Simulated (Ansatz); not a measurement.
# Ir: the crystal squeezed far

How does Ir (fcc type) answer strong compression, and how long do frozen cores keep up with all electrons? The runs shown use LAPW, crystal datasets and norm-conserving. Companion runs by PAW are cited. Its runs: the reference run (LAPW); volume scaled by 1 (crystal datasets and norm-conserving); volume scaled by 0.9 (LAPW and norm-conserving); volume scaled by 0.8 (LAPW); volume scaled by 0.7 (LAPW); volume scaled by 0.6 (LAPW and norm-conserving); volume scaled by 0.5 (LAPW and norm-conserving); volume scaled by 0.4 (LAPW, crystal datasets and norm-conserving).

Program: Ansatz 0.2.0. Level of theory: DFT PBE, with the methods named in each step. These are calculated values, not measurements.

**1. The system as given**

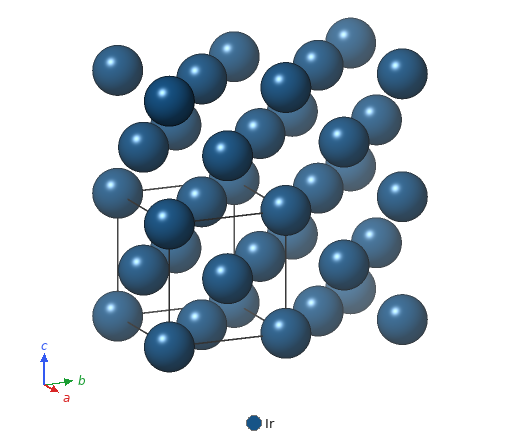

Start, viewed slightly off an axis; iridium blue. 1×2×2 cells are drawn. Atoms on the faces are drawn again on the opposite ones. The cell drawn here is the conventional one.

As a file:

```cif
data_structure
_symmetry_space_group_name_H-M 'P 1'
_symmetry_Int_Tables_number 1
_cell_length_a 2.7376
_cell_length_b 2.7376
_cell_length_c 2.7376
_cell_angle_alpha 60.000
_cell_angle_beta 60.000
_cell_angle_gamma 60.000
_cell_volume 14.51
loop_
_atom_site_label
_atom_site_type_symbol
_atom_site_fract_x
_atom_site_fract_y
_atom_site_fract_z
_atom_site_occupancy
Ir1 Ir 0.00000 0.00000 0.00000 1
```

Whether this phase is the stable one at these pressures isn't tested.

**2. The reference volume, LAPW**

File input.yaml:

```yaml
crystal:
  lattice:
    - [0.0, 1.93574972, 1.93574972]
    - [1.93574972, 0.0, 1.93574972]
    - [1.93574972, 1.93574972, 0.0]
  atoms:
    - { symbol: Ir, position: [0.0, 0.0, 0.0] }
kpoints:
  mp_grid: { grid: [17, 17, 17] }
  band_path:
    path:
      - [0.0, 0.0, 0.0]
      - [0.5, 0.0, 0.5]
      - [0.625, 0.25, 0.625]
      - [0.375, 0.375, 0.75]
      - [0.0, 0.0, 0.0]
      - [0.5, 0.5, 0.5]
      - [0.5, 0.25, 0.75]
      - [0.5, 0.0, 0.5]
    npoints: 14
scf:
  occupations: { method: fermi_dirac, width: 0.1 }
hamiltonian:
  xc: pbe
  pseudopotentials: { kind: all_electron, lapw: { basis_error: 0.001 } }
output:
  forces: true
  stress: true
  eigenvalues: true
  populations: true
  dos: { projected: true, de: 0.2, e_range: [-14, 8] }
```

Launch:

```bash
$ ansatz run input.yaml --threads 1 --pin off --max-ram 2048MiB --backend cpu --events-out ev --progress --plain --runs-dir out
```

The log of the run:

```text
Ir: projections on atomic orbitals take those of the free atom 1s2 2s2 2p6 3s2 3p6 3d10 4s2 4p6 4d10 4f14 5s2 5p6 5d7 6s2, of charge +0.00 (hamiltonian.pseudopotentials.projection_atoms)
LAPW: plane waves up to 8.529 Å⁻¹, error target 1.0e-3 eV per atom; small_component_spin mean_spin; Ir in spheres of 1.369 Å, 41 of its electrons in bands, Dirac shells []
Engine: ansatz 0.2.0
Pseudopotentials: kind: all_electron
Pseudopotential: Ir, LAPW, valence charge 41, Koelling and Harmon's equation, gaussian nucleus
Functional definition: PBE
  parameter kappa = 0.804
  parameter beta = 0.06672455060314922
  exchange = pbe_x(kappa = kappa, mu = beta*pi^2/3)
  correlation = pbe_c(beta = beta)
Crystal: 1 atoms, lattice volume = 14.507 Å³
Basis set: ecut = 277.1738606700639 eV, 169 PW (Γ), exchange–correlation at level 2
Bands: 25, of which v1, the nominal top of the filled ones, is band 21 counted from 1 (20 counted from 0)
Symmetry: 48 space group operations
Space group: Fm-3m (ITA 225), of the structure as read, at distance tolerance 2.4e-5 Å
k-points: 165 of 4913
Non-local potential: Ir, projectors of the file, none
Initial density: superposition of atomic densities (chi_scale 0.1, normalization cell)
Initial wavefunctions: plane waves of lowest kinetic energy (no species holds an atomic orbital)
Functional: x = pbe(κ = 0.804, μ = 0.2195149727645171), c = pbe(β = 0.06672455060314922)
iter 1 solved again at ethr=4.03e-5 eV; its pass at ethr=1.00e-1 eV (dr2=1.65e-2 eV) is discarded
SCF iter   1: F=—  HF=-485026.064215 eV  |F-HF|=—  |Δ(HF+E_count)|=         —  Δρ=1.69e-2  dr2=1.67e-2  ethr=4.03e-5  ⟨swp⟩=3.2  Hψ=26837  notcnv=0
preconditioner: auto → none  [metal: Δε(μ)=0.065 eV  Ē_g=13.896 eV  σ=0.100 eV  W_gap=0.16  n_scr=8 (ndim 8)  ℏωp=29.2 eV  f_vac=0.000  D(μ)=0.81/eV (n_scr^D=8)  sad-step TF]
SCF iter   2: F=—  HF=-485025.997206 eV  |F-HF|=—  |Δ(HF+E_count)|=   6.70e-2  Δρ=5.99e-3  dr2=2.57e-3  ethr=4.03e-5  ⟨swp⟩=2.4  Hψ=12255  notcnv=0
SCF iter   3: F=—  HF=-485025.995224 eV  |F-HF|=—  |Δ(HF+E_count)|=         —  Δρ=3.52e-3  dr2=8.56e-4  ethr=6.28e-6  ⟨swp⟩=2.0  Hψ=12039  notcnv=0
the basis was enlarged: its passes take 281.8 KiB over the memory plan, 1 of 1 planned eigensolver slots
SCF iter   4: F=—  HF=-485025.995603 eV  |F-HF|=—  |Δ(HF+E_count)|=   3.79e-4  Δρ=1.36e-3  dr2=1.30e-4  ethr=2.09e-6  ⟨swp⟩=2.0  Hψ=12039  notcnv=0
iter 5 solved again at ethr=8.04e-9 eV; its pass at ethr=3.17e-7 eV (dr2=3.30e-6 eV) is discarded
SCF iter   5: F=—  HF=-485025.995659 eV  |F-HF|=—  |Δ(HF+E_count)|=   5.58e-5  Δρ=2.11e-4  dr2=3.29e-6  ethr=8.04e-9  ⟨swp⟩=2.0  Hψ=20485  notcnv=0
SCF iter   6: F=-485025.995662 eV  HF=-485025.995662 eV  |F-HF|=1.69e-8  |Δ(HF+E_count)|=   2.71e-6  Δρ=1.59e-5  dr2=1.72e-8  ethr=8.01e-9  ⟨swp⟩=2.0  Hψ=12040  notcnv=0
SCF 1 converged in 6 iterations: F = -485025.995662 eV  dr2 = 1.72e-8
NSCF: frozen V_eff on 99 k-points
SCF converged after 6 iterations
Free energy (F): -485025.995662 eV
Harris-Foulkes:  -485025.995662 eV  (|F-HF|=1.69e-8)
Internal energy: -485025.965656 eV  (E = F + TS)
E sigma→0 (E₀):  -485025.980659 eV
Entropy (-TS):   -0.030006 eV (-30.006 meV/atom)
Fermi energy:    30.986770 eV
--- Per-component energies (eV) ---
  E_band       = -2901.447515
  E_kinetic    = 548825.556676
  E_xc         = -9475.114648
  E_electrostatic = -1024376.407684  (all electrons and nuclei)
  E_smearing   = -0.030006  (= −TS)
  E_closure    = 0.000000  (closes the sum)
  E_atoms      = -485016.743210  (free atoms, spherical and without spin; not in F)
  Σ components = -485025.995662   (vs F -485025.995662, Δ=0.00e0)
  Basis errors (estimates in eV, not in F): energy 2.3e-4 per atom: plane waves 2.0e-4 (9.8e-5 summed), levels above the bands 1.3e-78, relativity 7.9e-8, radial functions 3.3e-5, core shells 3.1e-7; eigenvalues (radial functions only) 3.0e-6; not estimated: angular momenta, meshes, grids; target (lapw.basis_error) 1.0e-3; muffin-tin radii Ir 1.369 Å
--- Forces (eV/Å), atoms counted from 1 ---
  atom   1  Ir     0.00000000    -0.00000000     0.00000000
  max |Σ_I F_I| component: 3.08e-32 eV/Å
--- Stress (GPa, compression-positive) ---
       -0.088367       0.000000       0.000000
        0.000000      -0.088367      -0.000000
        0.000000      -0.000000      -0.088367
  P = ⅓ Tr σ = -0.0884 GPa (-0.884 kbar)
--- Band table (eV; the first three rows and the last of 165) ---
  k-point 0: bands = ["-254.4421", "-254.4421", "-254.4421", "-254.4013", "-254.4013", "-61.7690", "-26.1358", "-26.0970", "-26.0970", "-26.0970", "-26.0811", "-26.0811", "-26.0811", "-18.2704", "-18.2704", "-18.2704", "20.1876", "27.3025", "27.3025", "27.3025", "29.8886", "29.8886", "44.7125", "50.0877", "50.0877"]
  k-point 1: bands = ["-254.4421", "-254.4421", "-254.4421", "-254.4013", "-254.4013", "-61.7671", "-26.1356", "-26.0972", "-26.0972", "-26.0970", "-26.0811", "-26.0809", "-26.0809", "-18.2957", "-18.2739", "-18.2739", "20.3384", "27.2224", "27.3670", "27.3670", "29.8467", "29.8467", "44.9714", "49.3750", "50.3367"]
  k-point 2: bands = ["-254.4421", "-254.4421", "-254.4421", "-254.4013", "-254.4013", "-61.7614", "-26.1352", "-26.0980", "-26.0980", "-26.0969", "-26.0812", "-26.0806", "-26.0806", "-18.3677", "-18.2839", "-18.2839", "20.7734", "27.0209", "27.5325", "27.5325", "29.7601", "29.7601", "45.6745", "47.9513", "51.0607"]
  k-point 164: bands = ["-254.4421", "-254.4421", "-254.4421", "-254.4013", "-254.4013", "-61.6915", "-26.1293", "-26.1049", "-26.1045", "-26.1027", "-26.0783", "-26.0781", "-26.0777", "-18.7699", "-18.7257", "-18.5393", "25.0174", "26.0805", "26.5586", "29.3655", "32.3826", "38.3443", "40.0583", "40.3526", "44.2284"]
--- Löwdin populations: 1 site ---
  site symbol       q [e]
     0     Ir     76.8080
  spilling = 0.002494 (of n_electrons = 77.000000)
```

It took 22 s on 1 thread of Arm Neoverse V1, shared host; peak memory 0.36 GiB.

This run gives: pressure -0.09 GPa; no gap.

At the corners of the path (eV, zero at the Fermi level):

| point | band 17 | band 18 | band 19 | band 20 | band 21 | band 22 | band 23 |
| --- | --- | --- | --- | --- | --- | --- | --- |
| Γ | -10.80 | -3.68 | -3.68 | -3.68 | -1.10 | -1.10 | 13.73 |
| X | -7.58 | -7.02 | 0.89 | 1.48 | 1.48 | 1.73 | 10.25 |
| U | -6.65 | -5.72 | -2.73 | -0.80 | 0.64 | 6.20 | 7.57 |
| K | -6.65 | -5.72 | -2.73 | -0.80 | 0.64 | 6.20 | 7.57 |
| Γ | -10.80 | -3.68 | -3.68 | -3.68 | -1.10 | -1.10 | 13.73 |
| L | -7.79 | -3.79 | -3.79 | -0.66 | 0.92 | 0.92 | 7.09 |
| W | -5.98 | -4.65 | -4.65 | -1.68 | 1.48 | 7.99 | 8.91 |
| X | -7.58 | -7.02 | 0.89 | 1.48 | 1.48 | 1.73 | 10.25 |

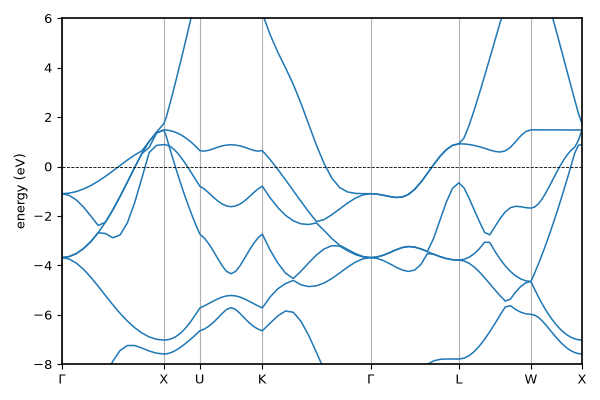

The leg U–K joins two equivalent points. Bands along the path, counted from its Fermi level.

States per cell in windows of 1 eV (zero at the Fermi level; grid of 0.20 eV, so sharp peaks spill over the borders):

| from | to | total | Ir 5d | Ir 6s |
| --- | --- | --- | --- | --- |
| -10 | -9 | 0.07 | 0.00 | 0.07 |
| -9 | -8 | 0.14 | 0.01 | 0.12 |
| -8 | -7 | 0.52 | 0.29 | 0.23 |
| -7 | -6 | 1.18 | 0.96 | 0.20 |
| -6 | -5 | 0.99 | 0.93 | 0.04 |
| -5 | -4 | 1.18 | 1.10 | 0.05 |
| -4 | -3 | 1.66 | 1.52 | 0.09 |
| -3 | -2 | 1.05 | 0.94 | 0.06 |
| -2 | -1 | 1.15 | 1.07 | 0.04 |
| -1 | 0 | 0.91 | 0.86 | 0.03 |
| 0 | 1 | 1.26 | 1.22 | 0.03 |
| 1 | 2 | 0.63 | 0.56 | 0.05 |
| 2 | 3 | 0.28 | 0.15 | 0.08 |
| 3 | 4 | 0.28 | 0.10 | 0.09 |
| 4 | 5 | 0.26 | 0.06 | 0.10 |

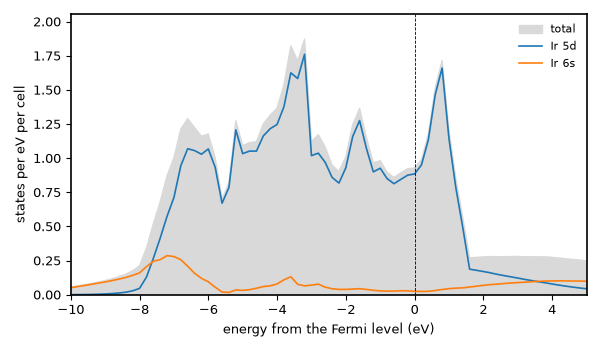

Density of states, total and projected.

**3. Volume scaled by 1, crystal datasets**

File input.yaml:

```yaml
crystal:
  lattice:
    - [0.0, 1.93574972, 1.93574972]
    - [1.93574972, 0.0, 1.93574972]
    - [1.93574972, 1.93574972, 0.0]
  atoms:
    - { symbol: Ir, position: [0.0, 0.0, 0.0] }
kpoints:
  mp_grid: { grid: [17, 17, 17] }
scf:
  occupations: { method: fermi_dirac, width: 0.1 }
hamiltonian:
  xc: pbe
  pseudopotentials: { kind: all_electron, datasets: crystal }
output:
  forces: true
  stress: true
  eigenvalues: true
```

Launch:

```bash
$ ansatz run input.yaml --threads 1 --pin off --max-ram 2048MiB --backend cpu --events-out ev --progress --plain --runs-dir out
```

The log of the run (excerpt; [...] marks lines left out):

```text
[...]
[... 1 set-up line as earlier in the session ...]
Pseudopotential: Ir, paw, valence charge 17, recommended cutoff 260 eV (normal), Koelling and Harmon's equation, gaussian nucleus
[... 1 set-up line as earlier in the session ...]
[...]
Crystal: 1 atoms, lattice volume = 14.507 Å³
Basis set: ecut = 260 eV, 137 PW (Γ), exchange–correlation on 30×30×30 points (8 copies of the dense FFT grid, shifted against one another)
[...]
  atom   1  Ir    -0.00000000    -0.00000000     0.00000000
[...]
--- Stress (GPa, compression-positive) ---
       -0.088853      -0.000000      -0.000000
       -0.000000      -0.088853      -0.000000
       -0.000000       0.000000      -0.088853
  P = ⅓ Tr σ = -0.0889 GPa (-0.889 kbar)
--- Band table (eV; the first three rows and the last of 165) ---
  k-point 0: bands = ["-61.7691", "-18.2705", "-18.2705", "-18.2705", "20.1876", "27.3025", "27.3025", "27.3025", "29.8885", "29.8885", "44.7124"]
[...]
```

It took 8 s on 1 thread of Arm Neoverse V1, shared host; peak memory 0.43 GiB.

This run gives: pressure -0.09 GPa; no gap.

**4. Volume scaled by 1, norm-conserving**

Edit input.yaml of step 3 so:

```diff
@@ -13,3 +13,3 @@
   xc: pbe
-  pseudopotentials: { kind: all_electron, datasets: crystal }
+  pseudopotentials: { kind: nc }
 output:
```

Launch:

```bash
$ ansatz run input.yaml --threads 1 --pin off --max-ram 2048MiB --backend cpu --events-out ev --progress --plain --runs-dir out
```

The log of the run (excerpt; [...] marks lines left out):

```text
[...]
Pseudopotentials: kind: nc
Pseudopotential: Ir, nc, valence charge 17, recommended cutoff 925.187132 eV (normal), Ir.nc.azcp
[... 1 set-up line as earlier in the session ...]
[...]
Crystal: 1 atoms, lattice volume = 14.507 Å³
Basis set: ecut = 925.187132 eV, 941 PW (Γ), exchange–correlation on 60×60×60 points (8 copies of the dense FFT grid, shifted against one another)
[...]
  atom   1  Ir     0.00000000     0.00000000     0.00000000
[...]
--- Stress (GPa, compression-positive) ---
        0.115342      -0.000000      -0.000000
       -0.000000       0.115342      -0.000000
        0.000000      -0.000000       0.115342
  P = ⅓ Tr σ = 0.1153 GPa (1.153 kbar)
--- Band table (eV; the first three rows and the last of 165) ---
  k-point 0: bands = ["-67.7058", "-24.1454", "-24.1454", "-24.1454", "14.2782", "21.3936", "21.3936", "21.3936", "23.9852", "23.9852", "38.7951", "44.1724", "44.1724"]
[...]
```

It took 4.2 s on 1 thread of Arm Neoverse V1, shared host; peak memory 0.27 GiB.

This run gives: pressure 0.12 GPa; no gap.

**5. Volume scaled by 0.9, LAPW**

File input.yaml:

```yaml
crystal:
  lattice:
    - [0.0, 1.8689458059, 1.8689458059]
    - [1.8689458059, 0.0, 1.8689458059]
    - [1.8689458059, 1.8689458059, 0.0]
  atoms:
    - { symbol: Ir, position: [0.0, 0.0, 0.0] }
kpoints:
  mp_grid: { grid: [17, 17, 17] }
scf:
  occupations: { method: fermi_dirac, width: 0.1 }
hamiltonian:
  xc: pbe
  pseudopotentials: { kind: all_electron, lapw: { basis_error: 0.001 } }
output:
  forces: true
  stress: true
  eigenvalues: true
  populations: true
```

Launch:

```bash
$ ansatz run input.yaml --threads 1 --pin off --max-ram 2048MiB --backend cpu --events-out ev --progress --plain --runs-dir out
```

The log of the run (excerpt; [...] marks lines left out):

```text
Ir: projections on atomic orbitals take those of the free atom 1s2 2s2 2p6 3s2 3p6 3d10 4s2 4p6 4d10 4f14 5s2 5p6 5d7 6s2, of charge +0.00 (hamiltonian.pseudopotentials.projection_atoms)
LAPW: plane waves up to 8.904 Å⁻¹, error target 1.0e-3 eV per atom; small_component_spin mean_spin; Ir in spheres of 1.322 Å, 41 of its electrons in bands, Dirac shells []
[...]
[... 1 set-up line as earlier in the session ...]
[...]
  atom   1  Ir     0.00000000    -0.00000000    -0.00000000
[...]
--- Stress (GPa, compression-positive) ---
       47.482601      -0.000000      -0.000000
       -0.000000      47.482601       0.000000
       -0.000000       0.000000      47.482601
  P = ⅓ Tr σ = 47.4826 GPa (474.826 kbar)
--- Band table (eV; the first three rows and the last of 165) ---
[... band rows left out ...]
[...]
--- Löwdin populations: 1 site ---
  site symbol       q [e]
     0     Ir     76.8113
  spilling = 0.002451 (of n_electrons = 77.000000)
```

It took 18 s on 1 thread of Arm Neoverse V1, shared host; peak memory 0.36 GiB.

This run gives: pressure 47.48 GPa; no gap.

**6. Volume scaled by 0.9, norm-conserving**

Edit input.yaml of step 5 so:

```diff
@@ -13,3 +13,3 @@
   xc: pbe
-  pseudopotentials: { kind: all_electron, lapw: { basis_error: 0.001 } }
+  pseudopotentials: { kind: nc }
 output:
@@ -18,2 +18 @@
   eigenvalues: true
-  populations: true
```

Launch:

```bash
$ ansatz run input.yaml --threads 1 --pin off --max-ram 2048MiB --backend cpu --events-out ev --progress --plain --runs-dir out
```

The log of the run (excerpt; [...] marks lines left out):

```text
[...]
[... 3 set-up lines as earlier in the session ...]
[...]
Crystal: 1 atoms, lattice volume = 13.056 Å³
Basis set: ecut = 925.187132 eV, 869 PW (Γ), exchange–correlation on 54×54×54 points (8 copies of the dense FFT grid, shifted against one another)
[...]
  atom   1  Ir     0.00000000     0.00000000    -0.00000000
[...]
--- Stress (GPa, compression-positive) ---
       47.841368       0.000000       0.000000
        0.000000      47.841368       0.000000
       -0.000000      -0.000000      47.841368
  P = ⅓ Tr σ = 47.8414 GPa (478.414 kbar)
--- Band table (eV; the first three rows and the last of 165) ---
  k-point 0: bands = ["-64.5031", "-20.8319", "-20.8319", "-20.8319", "16.6675", "24.2631", "24.2631", "24.2631", "27.3218", "27.3218", "41.9683", "47.9435", "47.9435"]
[...]
```

It took 4.1 s on 1 thread of Arm Neoverse V1, shared host; peak memory 0.26 GiB.

Result: pressure 47.84 GPa; no gap.

**7. Volume scaled by 0.8, LAPW**

File input.yaml:

```yaml
crystal:
  lattice:
    - [0.0, 1.796990857, 1.796990857]
    - [1.796990857, 0.0, 1.796990857]
    - [1.796990857, 1.796990857, 0.0]
  atoms:
    - { symbol: Ir, position: [0.0, 0.0, 0.0] }
kpoints:
  mp_grid: { grid: [17, 17, 17] }
scf:
  occupations: { method: fermi_dirac, width: 0.1 }
hamiltonian:
  xc: pbe
  pseudopotentials: { kind: all_electron, lapw: { basis_error: 0.001 } }
output:
  forces: true
  stress: true
  eigenvalues: true
  populations: true
```

Launch:

```bash
$ ansatz run input.yaml --threads 1 --pin off --max-ram 2048MiB --backend cpu --events-out ev --progress --plain --runs-dir out
```

The log of the run (excerpt; [...] marks lines left out):

```text
Ir: projections on atomic orbitals take those of the free atom 1s2 2s2 2p6 3s2 3p6 3d10 4s2 4p6 4d10 4f14 5s2 5p6 5d7 6s2, of charge +0.00 (hamiltonian.pseudopotentials.projection_atoms)
LAPW: plane waves up to 9.350 Å⁻¹, error target 1.0e-3 eV per atom; small_component_spin mean_spin; Ir in spheres of 1.271 Å, 47 of its electrons in bands, Dirac shells []
[...]
[... 1 set-up line as earlier in the session ...]
[...]
--- Forces (eV/Å), atoms counted from 1 ---
  atom   1  Ir    -0.00000000     0.00000000    -0.00000000
[...]
--- Stress (GPa, compression-positive) ---
      134.747489      -0.000000      -0.000000
       -0.000000     134.747489      -0.000000
       -0.000000      -0.000000     134.747489
  P = ⅓ Tr σ = 134.7475 GPa (1347.475 kbar)
--- Band table (eV; the first three rows and the last of 165) ---
[...]
--- Löwdin populations: 1 site ---
  site symbol       q [e]
     0     Ir     76.8180
  spilling = 0.002364 (of n_electrons = 77.000000)
```

Run time: 21 s. Hardware: 1 thread of Arm Neoverse V1, shared host; peak memory 0.38 GiB.

In short: pressure 134.75 GPa; no gap.

**8. Volume scaled by 0.7, LAPW**

Edit input.yaml of step 7 so:

```diff
@@ -2,5 +2,5 @@
   lattice:
-    - [0.0, 1.796990857, 1.796990857]
-    - [1.796990857, 0.0, 1.796990857]
-    - [1.796990857, 1.796990857, 0.0]
+    - [0.0, 1.7187599228, 1.7187599228]
+    - [1.7187599228, 0.0, 1.7187599228]
+    - [1.7187599228, 1.7187599228, 0.0]
   atoms:
```

Launch:

```bash
$ ansatz run input.yaml --threads 1 --pin off --max-ram 2048MiB --backend cpu --events-out ev --progress --plain --runs-dir out
```

The log of the run (excerpt; [...] marks lines left out):

```text
Ir: projections on atomic orbitals take those of the free atom 1s2 2s2 2p6 3s2 3p6 3d10 4s2 4p6 4d10 4f14 5s2 5p6 5d7 6s2, of charge +0.00 (hamiltonian.pseudopotentials.projection_atoms)
LAPW: plane waves up to 9.890 Å⁻¹, error target 1.0e-3 eV per atom; small_component_spin mean_spin; Ir in spheres of 1.215 Å, 47 of its electrons in bands, Dirac shells []
[...]
[... 1 set-up line as earlier in the session ...]
[...]
--- Forces (eV/Å), atoms counted from 1 ---
  atom   1  Ir    -0.00000000     0.00000000    -0.00000000
[...]
--- Stress (GPa, compression-positive) ---
      297.239245       0.000000       0.000000
        0.000000     297.239245       0.000000
        0.000000       0.000000     297.239245
  P = ⅓ Tr σ = 297.2392 GPa (2972.392 kbar)
--- Band table (eV; the first three rows and the last of 165) ---
[...]
--- Löwdin populations: 1 site ---
  site symbol       q [e]
     0     Ir     76.8282
  spilling = 0.002231 (of n_electrons = 77.000000)
```

Wall time 21 s (1 thread of Arm Neoverse V1, shared host); peak memory 0.4 GiB.

Read from it: pressure 297.24 GPa; no gap.

**9. Volume scaled by 0.6, LAPW**

Edit input.yaml of step 8 so:

```diff
@@ -2,5 +2,5 @@
   lattice:
-    - [0.0, 1.7187599228, 1.7187599228]
-    - [1.7187599228, 0.0, 1.7187599228]
-    - [1.7187599228, 1.7187599228, 0.0]
+    - [0.0, 1.6326745457, 1.6326745457]
+    - [1.6326745457, 0.0, 1.6326745457]
+    - [1.6326745457, 1.6326745457, 0.0]
   atoms:
```

Launch:

```bash
$ ansatz run input.yaml --threads 1 --pin off --max-ram 2048MiB --backend cpu --events-out ev --progress --plain --runs-dir out
```

The log of the run (excerpt; [...] marks lines left out):

```text
Ir: projections on atomic orbitals take those of the free atom 1s2 2s2 2p6 3s2 3p6 3d10 4s2 4p6 4d10 4f14 5s2 5p6 5d7 6s2, of charge +0.00 (hamiltonian.pseudopotentials.projection_atoms)
LAPW: plane waves up to 10.565 Å⁻¹, error target 1.0e-3 eV per atom; small_component_spin mean_spin; Ir in spheres of 1.154 Å, 47 of its electrons in bands, Dirac shells []
[...]
[... 1 set-up line as earlier in the session ...]
[...]
--- Forces (eV/Å), atoms counted from 1 ---
  atom   1  Ir    -0.00000000    -0.00000000    -0.00000000
[...]
--- Stress (GPa, compression-positive) ---
      610.698900      -0.000000       0.000000
       -0.000000     610.698900      -0.000000
        0.000000      -0.000000     610.698900
  P = ⅓ Tr σ = 610.6989 GPa (6106.989 kbar)
--- Band table (eV; the first three rows and the last of 165) ---
[...]
--- Löwdin populations: 1 site ---
  site symbol       q [e]
     0     Ir     76.8404
  spilling = 0.002073 (of n_electrons = 77.000000)
```

Wall time 23 s (1 thread of Arm Neoverse V1, shared host); peak memory 0.42 GiB.

Read from it: pressure 610.70 GPa; no gap.

(Part 1 of 2 ends here.)
